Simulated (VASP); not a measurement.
Band structure of Si (diamond). Calculation: r2SCAN+rVV10, VASP's PBE PAW potentials (set 64) (plane waves; VASP).

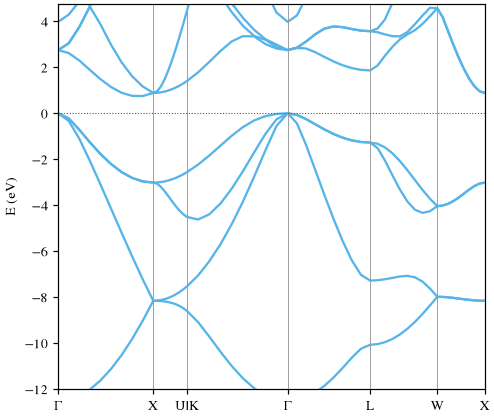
Bands along high-symmetry lines, zero at the valence-band maximum or, without a gap, the Fermi level

**Question.** Read the plot: is there a gap, and where are the band edges?

**Answer.** The gap is indirect, 0.75 eV, from the valence maximum at Γ to the conduction minimum at (0.44, 0.44, 0.00).

Measured: gap 1.23 eV (computed value off by -0.48 eV), as given by Wei Chen et al., Physical Review Materials (2018), doi:10.1103/physrevmaterials.2.073803 [zero-point renormalisation of 0.06 eV added back (the table's ZPR column)].

The compound is Si in the diamond structure. The cell was not relaxed at this level.
